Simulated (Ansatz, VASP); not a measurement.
## Cross-check of Fe between VASP and Ansatz

One calculation is typed for both programs; each brings its own data sets and cutoff. How far apart do they land? The cell comes out of the VASP series on this material, whose earlier steps may have relaxed, scaled or displaced it; both programs get it as it stands.

Main program and level: Ansatz 0.2.0; plane waves, with VASP 6.6.1 beside it; relaxation of cell and atoms at PBEsol.

## 1. The structure

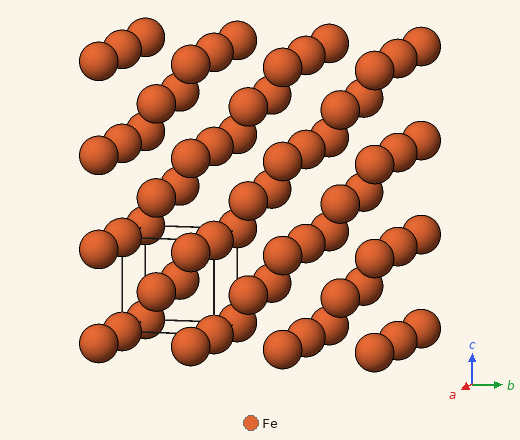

The cell as given, slightly off an axis (iron orange). 2×3×3 cells are drawn. This picture shows the conventional cell, with its axes. Some periodic images of atoms are drawn too.

## 2. Ansatz: relaxation of cell and atoms, PBEsol

Ansatz runs on its default PAW (the set named soft_2) files.

The relaxed volume is the usual yardstick between codes: its relative difference is about their pressure difference at one cell divided by the bulk modulus.

Input file input.yaml:

```yaml
crystal:
  lattice:
    - [-1.3948388242, 1.3948388242, 1.3948388242]
    - [1.3948388242, -1.3948388242, 1.3948388242]
    - [1.3948388242, 1.3948388242, -1.3948388242]
  atoms:
    - { symbol: Fe, position: [0.0, 0.0, 0.0], spin: 3.0 }
hamiltonian:
  xc: pbesol
  pseudopotentials: { kind: paw }
magnetization:
  spin_polarized: true
kpoints:
  mp_grid: { grid: [14, 14, 14] }
scf:
  occupations: { method: methfessel_paxton, width: 0.1 }
relax:
  f_tol: 0.01
  max_steps: 60
  cell: { stress_tol: 0.05 }
output:
  forces: true
  stress: true
  write_density: true
  write_potential: true
  elf: true
  volumetric_format: npy
```

The run is started by

```
> ansatz run input.yaml --threads 4 --pin off --max-ram 9216MiB --backend cpu --events-out ev --progress --plain --runs-dir out
```

Numbers of over 12 decimals in the logs are rounded to 6 here.

Output:

```text
Engine: ansatz 0.2.0, aarch64-unknown-linux-gnu
Pseudopotentials: kind: paw
Pseudopotential: Fe, paw, valence charge 16, recommended cutoff 420 eV (normal), Fe.paw.azcp
Functional definition: PBEsol
  exchange = pbesol_x
  correlation = pbesol_c
Crystal: 1 atoms, lattice volume = 10.855 Å³
Basis set: ecut = 420 eV, 201 PW (Γ), exchange–correlation on 36×36×36 points (8 copies of the dense FFT grid, shifted against one another)
Bands: 14, of which v1, the nominal top of the filled ones, is band 8 counted from 1 (7 counted from 0)
Symmetry: 48 space group operations
Space group: Im-3m (ITA 229), of the structure as read, at distance tolerance 2.2e-5 Å
Magnetic group: BNS 229.140 (UNI 1642), of the structure as read, at distance tolerance 2.2e-5 Å
k-points: 104 of 2744
Non-local potential: Fe, projectors of the file, l = 0: 3, l = 1: 2, l = 2: 3, l = 3: 1
PAW form: soft (Blöchl's): semilocal exchange-correlation on the pseudo side does not see the compensation charge
PAW frozen core: Fe, regenerated for the run's functional, and the local potential with it (the file was generated under x = pbe(κ = 0.804, μ = 0.219515), c = pbe(β = 0.066725))
PAW one-centre angular grid: Fe, 590 points (default); XC on 64 Gauss nodes
Initial density: superposition of atomic densities (chi_scale 0.1, normalization cell)
Starting moments: Σ|m| = 3 μB on 1 of 1 site
Initial wavefunctions: pseudopotential atomic-orbital guess
Functional: x = pbesol(κ = 0.804, μ = 0.123457), c = pbesol(β = 0.046)
SCF iter   1: F=—  HF=-4448.778919 eV  |F-HF|=—  |Δ(HF+E_count)|=         —  Δρ=1.07e-1 (↑1.07e-1 ↓6.99e-2)  dr2=1.92e0  dr2_m=1.42e-1  M=2.415 μB ∫|m|=2.459 μB  β_m=0.30  ethr=3.10e-3  ⟨swp⟩=4.8  Hψ=14037  notcnv=0
Mixer restart at iter 1: flushing history
preconditioner: auto → none  [metal: Δε(μ)=0.002 eV  Ē_g=15.177 eV  σ=0.100 eV  W_gap=0.01  n_scr=0 (ndim 8)  ℏωp=31.9 eV  f_vac=0.000  D(μ)=1.08/eV (n_scr^D=12)]
SCF iter   2: F=—  HF=-4448.074555 eV  |F-HF|=—  |Δ(HF+E_count)|=   7.04e-1  Δρ=2.44e-2 (↑2.44e-2 ↓2.14e-2)  dr2=2.94e-2  dr2_m=3.49e-2  M=2.483 μB ∫|m|=2.553 μB  β_m=0.29  ethr=3.10e-3  ⟨swp⟩=3.4  Hψ=7376  notcnv=0  defer=257
SCF iter   3: F=—  HF=-4448.464525 eV  |F-HF|=—  |Δ(HF+E_count)|=         —  Δρ=4.88e-2 (↑4.88e-2 ↓4.76e-2)  dr2=3.92e-3  dr2_m=2.29e-1  M=2.156 μB ∫|m|=2.213 μB  β_m=0.29  ethr=1.84e-4  ⟨swp⟩=2.4  Hψ=5756  notcnv=0  defer=259
Mixer restart at iter 3: flushing history
SCF iter   4: F=—  HF=-4448.596026 eV  |F-HF|=—  |Δ(HF+E_count)|=   1.32e-1  Δρ=3.66e-2 (↑3.05e-2 ↓3.66e-2)  dr2=3.52e-3  dr2_m=1.11e-1  M=2.153 μB ∫|m|=2.218 μB  β_m=0.60  ethr=2.45e-5  ⟨swp⟩=2.2  Hψ=4425  notcnv=0  defer=259
SCF iter   5: F=—  HF=-4448.855480 eV  |F-HF|=—  |Δ(HF+E_count)|=   2.59e-1  Δρ=1.85e-2 (↑1.85e-2 ↓5.95e-3)  dr2=2.69e-2  dr2_m=6.61e-3  M=2.109 μB ∫|m|=2.190 μB  β_m=0.50  ethr=2.20e-5  ⟨swp⟩=3.0  Hψ=6203  notcnv=0  defer=259
SCF iter   6: F=—  HF=-4448.847639 eV  |F-HF|=—  |Δ(HF+E_count)|=   7.84e-3  Δρ=5.81e-3 (↑5.81e-3 ↓2.72e-3)  dr2=6.09e-3  dr2_m=3.03e-4  M=2.141 μB ∫|m|=2.221 μB  β_m=0.62  ethr=2.20e-5  ⟨swp⟩=2.0  Hψ=6848  notcnv=0  defer=260
SCF iter   7: F=—  HF=-4448.850815 eV  |F-HF|=—  |Δ(HF+E_count)|=   3.18e-3  Δρ=1.64e-3 (↑1.64e-3 ↓1.02e-3)  dr2=5.90e-4  dr2_m=1.06e-5  M=2.140 μB ∫|m|=2.219 μB  β_m=0.81  ethr=2.20e-5  ⟨swp⟩=1.9  Hψ=3473  notcnv=0  defer=259
SCF iter   8: F=—  HF=-4448.851163 eV  |F-HF|=—  |Δ(HF+E_count)|=   3.49e-4  Δρ=7.02e-5 (↑7.02e-5 ↓5.14e-5)  dr2=7.23e-7  dr2_m=1.66e-7  M=2.138 μB ∫|m|=2.217 μB  β_m=0.91  ethr=3.69e-6  ⟨swp⟩=2.2  Hψ=3621  notcnv=0  defer=257
SCF iter   9: F=—  HF=-4448.848892 eV  |F-HF|=—  |Δ(HF+E_count)|=         —  Δρ=1.20e-3 (↑1.20e-3 ↓5.14e-4)  dr2=5.18e-5  dr2_m=6.71e-5  M=2.146 μB ∫|m|=2.223 μB  β_m=0.91  ethr=4.52e-9  ⟨swp⟩=2.2  Hψ=4304  notcnv=0  defer=257
Mixer restart at iter 9: flushing history
iteration 9: the input's own smearing fills from here on; a Gaussian of 0.1 eV has filled iterations ahead of it
SCF iter  10: F=—  HF=-4448.848971 eV  |F-HF|=—  |Δ(HF+E_count)|=   7.91e-5  S|Δr|=    0.00e0  Δρ=1.23e-3 (↑1.23e-3 ↓9.76e-4)  dr2=3.30e-4  dr2_m=1.90e-6  M=2.145 μB ∫|m|=2.223 μB  β_m=0.54  ethr=4.52e-9  ⟨swp⟩=3.0  Hψ=5988  notcnv=0  defer=257  recentre
SCF iter  11: F=—  HF=-4448.848911 eV  |F-HF|=—  |Δ(HF+E_count)|=   6.01e-5  S|Δr|=    0.00e0  Δρ=1.08e-3 (↑1.08e-3 ↓2.60e-4)  dr2=8.25e-5  dr2_m=3.23e-5  M=2.148 μB ∫|m|=2.225 μB  β_m=0.33  ethr=4.52e-9  ⟨swp⟩=3.0  Hψ=6004  notcnv=0  defer=257
SCF iter  12: F=—  HF=-4448.848896 eV  |F-HF|=—  |Δ(HF+E_count)|=   1.42e-5  S|Δr|=    0.00e0  Δρ=2.16e-4 (↑2.16e-4 ↓2.12e-4)  dr2=2.95e-8  dr2_m=4.53e-6  M=2.148 μB ∫|m|=2.225 μB  β_m=0.64  ethr=6.25e-10  ⟨swp⟩=5.9  Hψ=15766  notcnv=0
SCF iter  13: F=-4448.848898 eV  HF=-4448.848898 eV  |F-HF|=9.92e-10  |Δ(HF+E_count)|=   1.44e-6  S|Δr|=    0.00e0  Δρ=1.11e-5 (↑8.02e-6 ↓1.11e-5)  dr2=1.21e-8  dr2_m=4.96e-9  M=2.149 μB ∫|m|=2.226 μB  ethr=1.84e-10  ⟨swp⟩=6.9  Hψ=12714  notcnv=0
SCF 1 converged in 13 iterations: F = -4448.848898 eV  dr2 = 1.21e-8
  greatest PAW one-centre occupation: 1.002 electrons in one spin orbital (limit 2), on the Fe atom at site 0 (counted from 0), in its partial waves of l = 1
relax step   1: F+E_penalty+E_count = -4448.84889793 eV  Δ(F+E_penalty+E_count) = +0.000e0 eV  max|allowed force component| = 0.000e0 eV/Å  Δτ_max = 0.0000 Å  P = +0.136 GPa  Ω = 10.855 Å³  (13 SCF iters, dr2 threshold 1.00e-7 eV, accepted)
[...]
relax step   2: F+E_penalty+E_count = -4448.84889765 eV  Δ(F+E_penalty+E_count) = +2.819e-7 eV  max|allowed force component| = 0.000e0 eV/Å  Δτ_max = 0.0000 Å  P = +0.058 GPa  Ω = 10.859 Å³  energy of the carried Pulay correction = -2.529e-6 eV  (4 SCF iters, dr2 threshold 4.61e-8 eV, accepted)
[...]
relax step   3: F+E_penalty+E_count = -4448.84889626 eV  Δ(F+E_penalty+E_count) = +1.393e-6 eV  max|allowed force component| = 0.000e0 eV/Å  Δτ_max = 0.0000 Å  P = -0.000 GPa  Ω = 10.861 Å³  energy of the carried Pulay correction = -4.422e-6 eV  (4 SCF iters, dr2 threshold 8.44e-9 eV, accepted)
[...]
relax step   4: F+E_penalty+E_count = -4448.84889819 eV  Δ(F+E_penalty+E_count) = -1.930e-6 eV  max|allowed force component| = 0.000e0 eV/Å  Δτ_max = 0.0000 Å  P = +0.001 GPa  Ω = 10.861 Å³  stress off target by 5.91e-4 GPa  SCF on the basis re-selected at this cell (its energy is not comparable with the rows above)  (5 SCF iters)
basis re-selected at this cell: Δ(F+E_penalty+E_count) = -1.930e-6 eV, ΔP = +0.001 GPa vs the last step (what re-selecting the basis moved, of the pressure what is left beyond the Pulay correction that the steps carried, after the strain that the cell walked since its last selection, with what the two solves' SCF thresholds leave and, on support functions, any second-order correction that the steps lacked; it is no measure of the basis error at this ecutwfc). This SCF's stress stands 5.91e-4 GPa from its target on what of the cell is left free (relax.cell.stress_tol is 5.00e-2 GPa) and its largest allowed force component is 0.00e0 eV/Å (relax.f_tol is 1.00e-2 eV/Å): [rest of the remark cut]
SCF converged after 5 iterations
Stability not checked: this state was not tested for a lower state beside it, because cold or Methfessel-Paxton smearing, or corrected tetrahedra, fill the levels in a way that the test cannot read (fill_not_monotonic; see scf.lower_state_search)
Magnetization: 2.1494 μB (9.0747 up, 6.9253 down)
Absolute magnetization: 2.2266 μB (∫|ρ↑−ρ↓|, with the PAW one-centre terms)
Spin contamination: 0.0280 ħ² per cell (⟨S²⟩ above its minimum at these occupations)
Per-site moments (μB) at R_I (Å): [(2.170262, 0.996768)]
Free energy (F): -4448.848898 eV
Harris-Foulkes:  -4448.848898 eV  (|F-HF|=9.09e-13)
Internal energy: -4448.848957 eV  (E = F + TS)
E sigma→0 (E₀):  -4448.848913 eV
Entropy (-TS):   0.000059 eV (0.059 meV/atom)
Fermi energy:    19.424946 eV
--- Per-component energies (eV) ---
  E_band       = -197.355198
  E_kinetic    = 352.128637
  E_local      = -2008.520400  (includes V_loc(G=0)·N_el)
  E_nonlocal   = 219.175946
  E_hartree    = 844.502741
  E_xc         = -117.681737
  E_vxc        = -152.182461  (∫ρ·V_xc dr)
  E_paw        = -1334.646906  (= ΣΔE_a)
  E_vpaw       = -296.963227  (= ΣTr[D̂ρ^β])
  E_aug_tail   = 0.000805  (compensation charges beyond the density's cutoff)
  E_ewald      = -2403.987246
  E_core_change = 0.179202  (= ΣΔE_core)
  E_smearing   = 0.000059  (= −TS)
  E_closure    = 0.000000  (closes the sum)
  Σ components = -4448.848898   (vs F -4448.848898, Δ=0.00e0)
--- Forces (eV/Å), atoms counted from 1 ---
  atom   1  Fe    -0.00000000     0.00000000     0.00000000
  max |Σ_I F_I| component: 2.63e-31 eV/Å
--- Stress (GPa, compression-positive) ---
        0.000591      -0.000000      -0.000000
       -0.000000       0.000591       0.000000
       -0.000000       0.000000       0.000591
  P = ⅓ Tr σ = 0.0006 GPa (0.006 kbar)
--- Band table (eV; the first three rows and the last of 208) ---
  k-point 0 ↑: bands = [... 4 lower, 10.5371, 17.0240, 17.0240, 17.0240, 18.3971, 18.3971, 44.0589, 44.0589, ... 2 higher]
  k-point 1 ↑: bands = [... 4 lower, 10.7569, 16.9607, 17.0175, 17.1466, 18.3341, 18.4022, 42.9208, 43.8134, ... 2 higher]
  k-point 2 ↑: bands = [... 4 lower, 11.3919, 16.7863, 16.9696, 17.4995, 18.2146, 18.4194, 40.3410, 42.8733, ... 2 higher]
  k-point 103 ↓: bands = [... 4 lower, 16.0184, 16.0184, 21.8223, 21.8223, 21.8223, 29.8503, 29.8503, 29.8503, ... 2 higher]
--- Relaxed structure (3 steps of the walk, 3 accepted, 1 SCFs on fresh bases) ---
  F+E_penalty+E_count = -4448.84889819 eV   max|allowed force component| = 0.000e0 eV/Å   (the final SCF, on the basis selected at the relaxed cell)
  cell:  # Å, volume = 10.8615 Å³
    - [-1.395113, 1.395113, 1.395113]
    - [1.395113, -1.395113, 1.395113]
    - [1.395113, 1.395113, -1.395113]
  atoms:
    - { symbol: Fe, position: [0.0, 0.0, 0.0] }
```

It took 3.5 s on 4 threads of Arm Neoverse V1, shared host; peak memory 0.3 GiB.

## 3. VASP: relaxation of cell and atoms, PBEsol

The same cell, functional, mesh and smearing now go to VASP, with its own data sets and cutoff.

Lines of VASP's logs that name or quote its potential files are left out, and so is its time.

Input file INCAR:

```
SYSTEM = Fe
PREC = Accurate
ENCUT = 450
EDIFF = 1E-06
NELM = 100
ISMEAR = 1
SIGMA = 0.1
LREAL = .FALSE.
ALGO = Normal
GGA = PS
NBANDS = 10
ISPIN = 2
MAGMOM = 3
LMAXMIX = 4
LORBIT = 11
LWAVE = .FALSE.
LCHARG = .FALSE.
KPAR = 2
IBRION = 2
NSW = 50
ISIF = 3
EDIFFG = -0.01
```

Input file POSCAR:

```
Fe
1.0
   -1.3948388242      1.3948388242      1.3948388242
    1.3948388242     -1.3948388242      1.3948388242
    1.3948388242      1.3948388242     -1.3948388242
Fe
1
Direct
    0.0000000000      0.0000000000      0.0000000000
```

Input file KPOINTS:

```
Automatic mesh
0
Gamma
14 14 14
0 0 0
```

The projector-augmented-wave data sets are Fe (PBE family, release 64).

The run is started by

```
> mpirun -np 2 vasp_std
```

Output:

```text
[banner, memory and clock lines left out]
running    2 mpi-ranks, on    1 nodes
 distrk:  each k-point on    1 cores,    2 groups
 distr:  one band on    1 cores,    1 groups

 POSCAR found type information on POSCAR Fe
 POSCAR found :  1 types and       1 ions
|                                                                             |
|               ----> ADVICE to this user running VASP <----                  |
|                                                                             |
|     You enforced a specific xc type in the INCAR file but a different       |
|     [... a line on the potential file left out ...]
|     I HOPE YOU KNOW WHAT YOU ARE DOING!                                     |
|                                                                             |

 LDA part: xc-table for (Slater+PW92), standard interpolation
 POSCAR, INCAR and KPOINTS ok, starting setup
 FFT: planning ... GRIDC
 FFT: planning ... GRID_SOFT
 FFT: planning ... GRID
 WAVECAR not read
 entering main loop
       N       E                     dE             d eps       ncg     rms          rms(c)
DAV:   1     0.149756394129E+02    0.14976E+02   -0.37568E+03  4458   0.894E+02
DAV:   2    -0.948944621138E+01   -0.24465E+02   -0.22523E+02  4204   0.124E+02
DAV:   3    -0.996015300249E+01   -0.47071E+00   -0.46856E+00  4600   0.220E+01
DAV:   4    -0.996199545685E+01   -0.18425E-02   -0.18423E-02  4506   0.126E+00
DAV:   5    -0.996200813789E+01   -0.12681E-04   -0.12681E-04  4540   0.103E-01    0.128E+01
DAV:   6    -0.898257244092E+01    0.97944E+00   -0.11528E+01  4500   0.517E+01    0.520E+00
DAV:   7    -0.893496507872E+01    0.47607E-01   -0.53699E-01  4562   0.110E+01    0.329E+00
DAV:   8    -0.892517516721E+01    0.97899E-02   -0.46241E-03  5014   0.575E-01    0.138E+00
DAV:   9    -0.891676269495E+01    0.84125E-02   -0.50317E-03  5896   0.504E-01    0.249E-01
DAV:  10    -0.891653787671E+01    0.22482E-03   -0.42815E-04  4452   0.244E-01    0.578E-02
DAV:  11    -0.891654924660E+01   -0.11370E-04   -0.28618E-05  4464   0.618E-02    0.257E-02
DAV:  12    -0.891655364126E+01   -0.43947E-05   -0.16995E-06  4124   0.194E-02    0.183E-02
DAV:  13    -0.891655208725E+01    0.15540E-05   -0.14205E-06  3192   0.145E-02    0.715E-03
DAV:  14    -0.891655171934E+01    0.36791E-06   -0.11738E-07  2112   0.502E-03
   1 F= -.89165517E+01 E0= -.89167993E+01  d E =-.891655E+01  mag=     2.1677
 curvature:   0.00 expect dE= 0.000E+00 dE for cont linesearch  0.000E+00
 trial: gam= 0.00000 g(F)=  0.102E-62 g(S)=  0.111E-05 ort = 0.000E+00 (trialstep = 0.100E+01)
 search vector abs. value=  0.111E-05
 reached required accuracy - stopping structural energy minimisation
```

(Part 1 of 2 ends here.)

[Lines on the potential files, build, host, timing and source positions are cut from VASP's logs without a mark.]

[Logs are printed without paths, hosts, clocks, repeated set-up lines and the standing remarks that a program may print on its own settings, such as how far it seeks lower states.]

[Hosts, paths, dates, database ids (printed as entryN), source tags and the programs' standing remarks are cut or masked in the printed files.]
